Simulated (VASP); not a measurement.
# Which face does Tc expose?, part 2 of 5

How do surface energy, work function and relaxation of Tc depend on the face?

VASP 6.6.1; PBEsol; plane waves and PAW (Tc).

So far. Step 3 (The bulk reference, job self-consistent run, k-mesh …): The run ends at a pressure of -0.68 GPa.

## Step 4: Relaxing the slab, 8 atoms, face Tc(0001)

System of this step: Tc(0001). The cell holds 8 atoms: 8 Tc. Cell: a = 2.718 Å, b = 2.718 Å, c = 30.204 Å, α = 90.0°, β = 90.0°, γ = 60.0°. It derives from Tc. 8 layers of hcp Tc, cut at this functional's lattice. Vacuum lies along c.

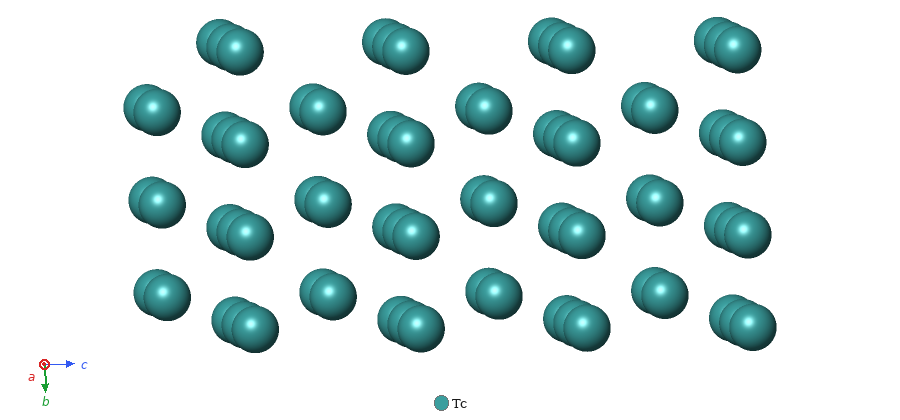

The cell of this step (technetium teal). 2×3×1 cells are drawn. Some periodic images of atoms are drawn too.

All atoms relax at the fixed cell.

Input file INCAR:

```
SYSTEM = Tc
PREC = Normal
ENCUT = 320
EDIFF = 1E-05
NELM = 120
ISMEAR = 1
SIGMA = 0.15
LREAL = .FALSE.
ALGO = Fast
GGA = PS
NBANDS = 36
LASPH = .TRUE.
LORBIT = 11
LWAVE = .FALSE.
LCHARG = .FALSE.
KPAR = 4
IBRION = 2
NSW = 40
ISIF = 2
EDIFFG = -0.03
POTIM = 0.4
MAXMIX = 40
```

Input file POSCAR:

```
Tc
1.0
    2.7178253313      0.0000000000      0.0000000000
    1.3589126656      2.3537057800      0.0000000000
    0.0000000000      0.0000000000     30.2043141996
Tc
8
Direct
    0.6666666700      0.6666666700      0.2483089000
    0.0000000000      0.0000000000      0.3202206400
    0.6666666700      0.6666666700      0.3921323900
    0.0000000000      0.0000000000      0.4640441300
    0.6666666700      0.6666666700      0.5359558700
    0.0000000000      0.0000000000      0.6078676100
    0.6666666700      0.6666666700      0.6797793600
    0.0000000000      0.0000000000      0.7516911000
```

Input file KPOINTS:

```
Automatic mesh
0
Gamma
15 15 1
0 0 0
```

The projector-augmented-wave data sets are Tc (PBE family, release 64).

Command:

```
mpirun -np 4 vasp_std
```

What it wrote:

```text
[banner, memory and clock lines left out]
running    4 mpi-ranks, on    1 nodes
 distrk:  each k-point on    1 cores,    4 groups
 distr:  one band on    1 cores,    1 groups

 POSCAR found type information on POSCAR Tc
 POSCAR found :  1 types and       8 ions
 [... a notice as in an earlier step ...]

 LDA part: xc-table for (Slater+PW92), standard interpolation
 POSCAR, INCAR and KPOINTS ok, starting setup
 FFT: planning ... GRIDC
 FFT: planning ... GRID_SOFT
 FFT: planning ... GRID
 WAVECAR not read
 entering main loop
       N       E                     dE             d eps       ncg     rms          rms(c)
DAV:   1     0.208020711902E+03    0.20802E+03   -0.19431E+04  1960   0.915E+02
DAV:   2    -0.725071106228E+02   -0.28053E+03   -0.26562E+03  2388   0.223E+02
DAV:   3    -0.943320398041E+02   -0.21825E+02   -0.20751E+02  3004   0.530E+01
DAV:   4    -0.954181789283E+02   -0.10861E+01   -0.10190E+01  2952   0.112E+01
DAV:   5    -0.955008503759E+02   -0.82671E-01   -0.72336E-01  3152   0.229E+00    0.486E+01
RMM:   6    -0.129787988412E+03   -0.34287E+02   -0.89131E+01  2814   0.348E+01    0.260E+01
RMM:   7    -0.199073731338E+03   -0.69286E+02   -0.20787E+02  3142   0.579E+01    0.317E+01
RMM:   8    -0.137325570138E+03    0.61748E+02   -0.52250E+01  2350   0.223E+01    0.313E+01
RMM:   9    -0.107554274937E+03    0.29771E+02   -0.16453E+01  2242   0.113E+01    0.232E+01
RMM:  10    -0.977247135953E+02    0.98296E+01   -0.16484E+01  2457   0.103E+01    0.173E+01
RMM:  11    -0.892476039572E+02    0.84771E+01   -0.12886E+01  2541   0.861E+00    0.756E+00
RMM:  12    -0.894905927299E+02   -0.24299E+00   -0.21935E+00  2683   0.376E+00    0.667E+00
RMM:  13    -0.887505220489E+02    0.74007E+00   -0.10193E+00  2481   0.239E+00    0.511E+00
RMM:  14    -0.882580020237E+02    0.49252E+00   -0.86543E-01  2468   0.226E+00    0.294E+00
RMM:  15    -0.880660733836E+02    0.19193E+00   -0.88776E-01  2602   0.202E+00    0.996E-01
RMM:  16    -0.881031963886E+02   -0.37123E-01   -0.10356E-01  2232   0.930E-01    0.125E+00
RMM:  17    -0.880906243441E+02    0.12572E-01   -0.47184E-02  2320   0.645E-01    0.953E-01
RMM:  18    -0.880870084124E+02    0.36159E-02   -0.18634E-01  2634   0.889E-01    0.869E-01
RMM:  19    -0.880746931155E+02    0.12315E-01   -0.34926E-02  2727   0.447E-01    0.554E-01
RMM:  20    -0.880660001826E+02    0.86929E-02   -0.14647E-02  2259   0.311E-01    0.172E-01
RMM:  21    -0.880658176352E+02    0.18255E-03   -0.49421E-03  2561   0.160E-01    0.101E-01
RMM:  22    -0.880655940727E+02    0.22356E-03   -0.58851E-04  2363   0.661E-02    0.538E-02
RMM:  23    -0.880655536237E+02    0.40449E-04   -0.48331E-04  2157   0.718E-02    0.408E-02
RMM:  24    -0.880655724434E+02   -0.18820E-04   -0.26056E-04  2290   0.368E-02    0.431E-02
RMM:  25    -0.880655609040E+02    0.11539E-04   -0.48006E-05  1506   0.206E-02    0.274E-02
RMM:  26    -0.880655789449E+02   -0.18041E-04   -0.20095E-04  2267   0.338E-02    0.211E-02
RMM:  27    -0.880655818733E+02   -0.29284E-05   -0.26888E-06  1221   0.127E-02
   1 F= -.88065582E+02 E0= -.88066910E+02  d E =-.880656E+02
 curvature:   0.00 expect dE= 0.000E+00 dE for cont linesearch  0.000E+00
 trial: gam= 0.00000 g(F)=  0.307E+00 g(S)=  0.000E+00 ort = 0.000E+00 (trialstep = 0.100E+01)
 search vector abs. value=  0.307E+00
 bond charge predicted
       N       E                     dE             d eps       ncg     rms          rms(c)
DAV:   1    -0.882812918959E+02   -0.21571E+00   -0.38910E+01  1952   0.245E+01    0.176E+00
RMM:   2    -0.886489685739E+02   -0.36768E+00   -0.13912E+00  2112   0.452E+00    0.319E+00
RMM:   3    -0.884597354941E+02    0.18923E+00   -0.23819E-01  2172   0.190E+00    0.223E+00
RMM:   4    -0.883463868479E+02    0.11335E+00   -0.97767E-02  2211   0.958E-01    0.141E+00
RMM:   5    -0.883173504704E+02    0.29036E-01   -0.74285E-02  2432   0.689E-01    0.848E-01
RMM:   6    -0.883016423710E+02    0.15708E-01   -0.67778E-02  2500   0.609E-01    0.262E-01
RMM:   7    -0.883024775649E+02   -0.83519E-03   -0.94675E-03  2695   0.272E-01    0.202E-01
RMM:   8    -0.883023298464E+02    0.14772E-03   -0.93364E-03  2372   0.223E-01    0.719E-02
RMM:   9    -0.883030842078E+02   -0.75436E-03   -0.27446E-03  2791   0.124E-01    0.119E-01
RMM:  10    -0.883032825559E+02   -0.19835E-03   -0.73581E-04  2218   0.743E-02    0.971E-02
RMM:  11    -0.883030839685E+02    0.19859E-03   -0.83867E-04  2252   0.709E-02    0.427E-02
RMM:  12    -0.883031196320E+02   -0.35664E-04   -0.19120E-04  2157   0.368E-02    0.208E-02
RMM:  13    -0.883031869322E+02   -0.67300E-04   -0.82465E-05  1687   0.238E-02    0.141E-02
RMM:  14    -0.883032549021E+02   -0.67970E-04   -0.29496E-05  1320   0.157E-02    0.137E-02
RMM:  15    -0.883032613497E+02   -0.64476E-05   -0.29940E-05  1292   0.143E-02
   2 F= -.88303261E+02 E0= -.88304767E+02  d E =-.237679E+00
[...]
3 F= -.88350122E+02 E0= -.88351198E+02  d E =-.284540E+00
[...]
4 F= -.88350156E+02 E0= -.88351246E+02  d E =-.284574E+00
[...]
5 F= -.88362668E+02 E0= -.88363897E+02  d E =-.125116E-01
[...]
6 F= -.88363299E+02 E0= -.88364571E+02  d E =-.131429E-01
 curvature:  -0.77 expect dE=-0.497E-03 dE for cont linesearch -0.272E-07
 trial: gam=-0.01210 g(F)=  0.645E-03 g(S)=  0.000E+00 ort =-0.261E-04 (trialstep = 0.118E+01)
 search vector abs. value=  0.649E-03
 bond charge predicted
       N       E                     dE             d eps       ncg     rms          rms(c)
DAV:   1    -0.883636458475E+02   -0.35075E-03   -0.11278E-01  2032   0.133E+00    0.922E-02
RMM:   2    -0.883636690754E+02   -0.23228E-04   -0.20673E-03  2035   0.228E-01    0.384E-02
RMM:   3    -0.883636810894E+02   -0.12014E-04   -0.53588E-04  2336   0.867E-02    0.275E-02
RMM:   4    -0.883636802437E+02    0.84574E-06   -0.11261E-04  2022   0.364E-02    0.159E-02
RMM:   5    -0.883636779922E+02    0.22515E-05   -0.26589E-05  1267   0.186E-02
   7 F= -.88363678E+02 E0= -.88364925E+02  d E =-.379029E-03
 trial-energy change:   -0.000379  1 .order   -0.000357   -0.000763    0.000050
 step:   1.1090(harm=  1.1090)  dis= 0.00244  next Energy=   -88.363657 (dE=-0.358E-03)
 reached required accuracy - stopping structural energy minimisation
```

Run time: 70 s. Hardware: 4 MPI ranks of Intel Xeon 6975P-C (Granite Rapids), shared host; peak memory 0.78 GiB.

Parts of OUTCAR (step 4):

```text
  LATTYP: Found a hexagonal cell.
 ALAT       =     2.7178253313
 C/A-ratio  =    11.1134125698

 Subroutine GETGRP returns: Found 12 space group operations
 (whereof  6 operations were pure point group operations)

The static configuration has the point symmetry C_3v.
 The point group associated with its full space group is D_3d.

 Found     27 irreducible k-points:

   k-points           NKPTS =     27   k-points in BZ     NKDIM =     27   number of bands    NBANDS=     36

   dimension x,y,z NGX =    12 NGY =   12 NGZ =  140
   dimension x,y,z NGXF=    24 NGYF=   24 NGZF=  280

   ENCUT  =  320.0 eV  23.52 Ry    4.85 a.u.   3.96  3.96 44.06*2*pi/ulx,y,z

   NELECT =      56.0000    total number of electrons

 E-fermi :   5.8188

 k-point     1 :       0.0000    0.0000    0.0000
  band No.  band energies     occupation
    ...
     26       4.5848      2.00000
     27       4.5848      2.00000
     28       4.7614      2.00000
     29       4.7614      2.00000
     30       5.0829      2.00000
     31       5.9794     -0.06198
     32       5.9794     -0.06198
     33       6.1398     -0.00991
     34       6.3855     -0.00000
     35       6.3855     -0.00000
    ...

 k-point     2 :       0.0667    0.0000    0.0000
  band No.  band energies     occupation
    ...
     27       4.6897      2.00000
     28       4.6940      2.00000
     29       4.8755      2.00000
     30       5.1135      2.00000
     31       5.7884      1.33586
     32       5.9085      0.16194
     33       5.9211      0.09309
     34       6.2279     -0.00079
     35       6.3287     -0.00002
     36       6.5602     -0.00000

  Total       -3.0579644     -3.0579644     -0.0893222      0.0000000      0.0000000     -0.0000000
  in kB      -25.3571424    -25.3571424     -0.7406741      0.0000000      0.0000000     -0.0000000
  external PRESSURE =     -17.1516529 kB  Pullay stress =       0.0000000 kB

  energy-cutoff  :      320.00
  volume of cell :      193.22
      direct lattice vectors                 reciprocal lattice vectors
     2.717825331  0.000000000  0.000000000     0.367941232 -0.212430969  0.000000000
     1.358912666  2.353705780  0.000000000     0.000000000  0.424861938  0.000000000
     0.000000000  0.000000000 30.204314200     0.000000000  0.000000000  0.033107853

 POSITION                                       TOTAL-FORCE (eV/Angst)
 -----------------------------------------------------------------------------------
      2.71783      1.56914      7.57125         0.000000      0.000000      0.007609
      0.00000      0.00000      9.58462         0.000000     -0.000000     -0.021394
      2.71783      1.56914     11.88507         0.000000     -0.000000     -0.012658
      0.00000      0.00000     13.96577        -0.000000     -0.000000     -0.019331
      2.71783      1.56914     16.23854         0.000000      0.000000      0.019331
      0.00000      0.00000     18.31924        -0.000000      0.000000      0.012658
      2.71783      1.56914     20.61969        -0.000000      0.000000      0.021394
      0.00000      0.00000     22.63306        -0.000000     -0.000000     -0.007609
 -----------------------------------------------------------------------------------
    total drift:                               -0.000002     -0.000001     -0.000000

  FREE ENERGIE OF THE ION-ELECTRON SYSTEM (eV)
  ---------------------------------------------------
  free  energy   TOTEN  =       -88.3636779922 eV

  energy  without entropy=      -88.3674197547  energy(sigma->0) =      -88.36492525

 total charge
# of ion       s       p       d       tot
------------------------------------------
    1        0.587   0.572   5.519   6.677
    2        0.597   0.776   5.514   6.887
    3        0.590   0.752   5.488   6.830
    4        0.593   0.746   5.511   6.851
    5        0.593   0.746   5.511   6.851
    6        0.590   0.752   5.488   6.830
    7        0.597   0.776   5.514   6.887
    8        0.587   0.572   5.519   6.677
--------------------------------------------------
tot          4.733   5.693  44.063  54.489

[... 1 part as in an earlier step ...]

[... 7 further parts left out ...]
```

The run keeps the 12 symmetry operations of its start, so it cannot find a distortion of lower symmetry.

The steps of the relaxation:

```
step  energy less that of the first step (eV)  largest force (eV/Å)
   1                                   0.0000                1.4629
   2                                  -0.2377                0.6329
   3                                  -0.2845                0.4294
   4                                  -0.2846                0.4272
   5                                  -0.2971                0.1092
   6                                  -0.2977                0.0565
   7                                  -0.2981                0.0214
```

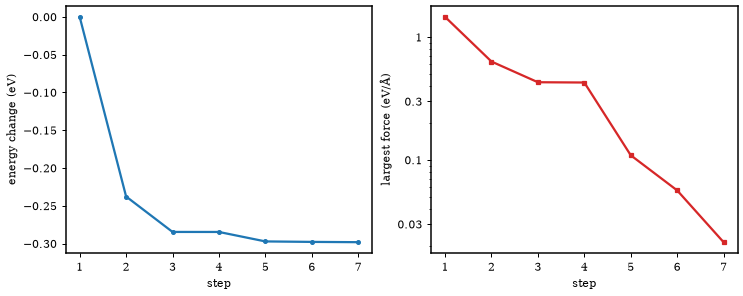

Energy and largest force along the relaxation.

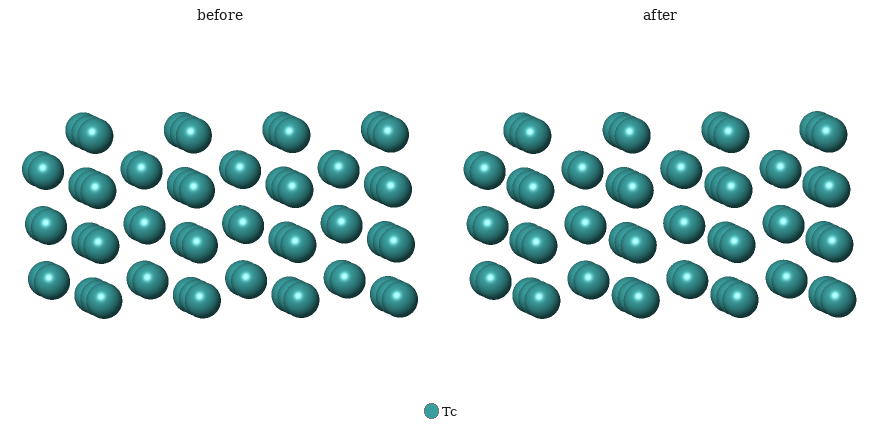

Before and after, at one scale.

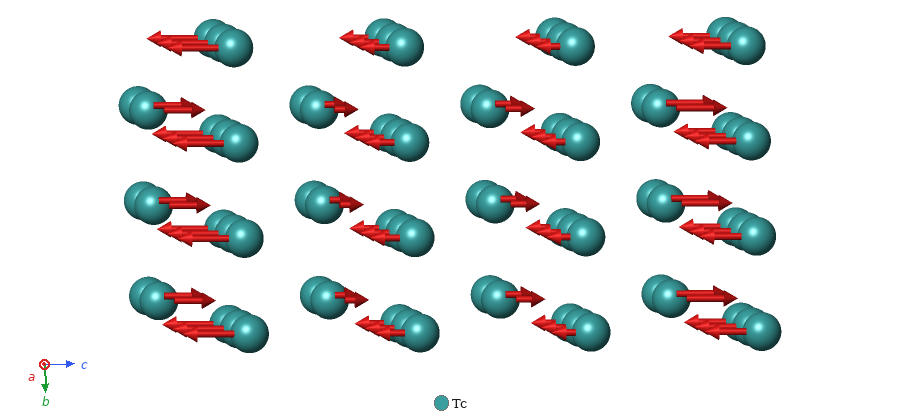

Displacements in the relaxation, exaggerated; the longest in the cell stands for 0.09 Å. 2×3×1 cells are drawn. Some periodic images of atoms are drawn too.

The atoms that moved most (Å):

| atom | dx | dy | dz | length |
| --- | --- | --- | --- | --- |
| Tc2 | 0.000 | 0.000 | -0.087 | 0.087 |
| Tc7 | 0.000 | 0.000 | 0.087 | 0.087 |
| Tc1 | 0.000 | 0.000 | 0.071 | 0.071 |
| Tc8 | 0.000 | 0.000 | -0.071 | 0.071 |
| Tc5 | 0.000 | 0.000 | 0.050 | 0.050 |
| Tc4 | 0.000 | 0.000 | -0.050 | 0.050 |
| Tc6 | 0.000 | 0.000 | -0.041 | 0.041 |
| Tc3 | 0.000 | 0.000 | 0.041 | 0.041 |

The relaxed structure:

```cif
data_structure
_symmetry_space_group_name_H-M 'P 1'
_symmetry_Int_Tables_number 1
_cell_length_a 2.7178
_cell_length_b 2.7178
_cell_length_c 30.2043
_cell_angle_alpha 90.000
_cell_angle_beta 90.000
_cell_angle_gamma 60.000
_cell_volume 193.22
loop_
_atom_site_label
_atom_site_type_symbol
_atom_site_fract_x
_atom_site_fract_y
_atom_site_fract_z
_atom_site_occupancy
Tc1 Tc 0.66667 0.66667 0.25067 1
Tc2 Tc 0.00000 0.00000 0.31733 1
Tc3 Tc 0.66667 0.66667 0.39349 1
Tc4 Tc 0.00000 0.00000 0.46238 1
Tc5 Tc 0.66667 0.66667 0.53762 1
Tc6 Tc 0.00000 0.00000 0.60651 1
Tc7 Tc 0.66667 0.66667 0.68267 1
Tc8 Tc 0.00000 0.00000 0.74933 1
```

This step gave:

```
electronic cycles       : 74
electrons               : 56
free energy (TOTEN)     : -88.3637 eV
energy at zero smearing : -88.3649 eV
Fermi energy            : 5.819 eV
```

The run ended after 7 ionic steps, 0.298 eV below its first step, once the forces on the free atoms met EDIFFG = -0.03.

(Part 2 of 5 ends here.)

[Lines on the potential files, build, host, timing and source positions are cut from VASP's logs without a mark.]

[Logs are printed without paths, hosts, clocks, repeated set-up lines and the standing remarks that a program may print on its own settings, such as how far it seeks lower states.]

[Hosts, paths, dates, database ids (printed as entryN), source tags and the programs' standing remarks are cut or masked in the printed files.]

[Runs that stopped without an error message from VASP are left out.]
